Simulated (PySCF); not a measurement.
```xyz
15

N     4.0140   -0.9152   -0.4168
C     2.9948   -0.2643   -0.5240
C     1.6849    0.0121   -0.7074
C     0.6607   -0.0642    0.3078
C    -0.4633    0.3874   -0.3054
Si   -2.2318    0.6426    0.2746
N    -2.4324   -0.5484    1.5003
O    -0.1720    0.7293   -1.5736
N     1.1488    0.5104   -1.8372
H     4.8991   -0.5152   -0.1206
H     0.7780   -0.4122    1.3117
H    -2.3758    1.9330    0.9488
H    -3.0954    0.5574   -0.9090
H    -3.2796   -0.5486    2.0440
H    -2.1344   -1.4960    1.3301
```

Geometry: GFN2-xTB.

Level of theory: PySCF 2.14.0, density-fitted response routines, UKS B3LYP, pcH-1 on C H N O Si, non-relativistic, mean-field spin-orbit, GIAO.

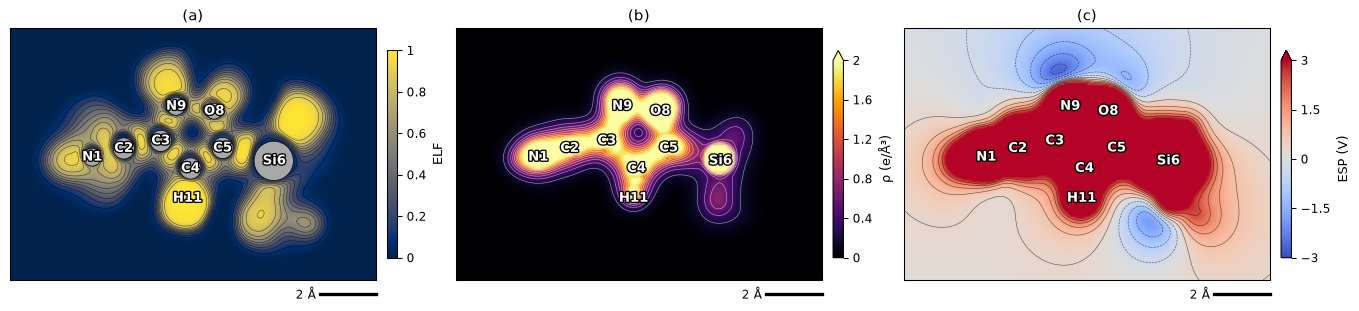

C4H6N3OSi (doublet). (a) ELF; (b) electron density; (c) molecular electrostatic potential on the plane of atoms Si6, C5 and O8. Grey discs cover the atomic cores in the ELF map.

Q: What does the map show?

A: Atoms in the plane: N, C, Si, O and H.
C–N (1.21 Å): ρ at the midpoint is about 3 e/Å³; the ELF peaks at about 0.90 between the atoms; a multiple bond.
C–O (1.35 Å): the density is about 2.2 e/Å³ at the midpoint, with its minimum of 1.9 e/Å³ about 0.5 Å from C; the ELF peaks at about 0.90 between the atoms (a polar covalent bond).
C–C (1.35 Å): the density is about 2.1 e/Å³ at the midpoint; the ELF peaks at about 0.95 between the atoms, as expected for a covalent bond.
N–O (1.36 Å): ρ at the midpoint is about 2.4 e/Å³; the ELF peaks at about 0.85 between the atoms; localised, covalent bonding.
C–Si (1.88 Å): the density is about 0.9 e/Å³ at the midpoint; the ELF peaks at about 1 between the atoms: a covalent bond.
The ELF also peaks beside N7, O8 and N9, away from the bonds: non-bonding electrons, paired or unpaired.
Outside the dense part of the molecule the potential is most negative (−2.6 V) near N9.
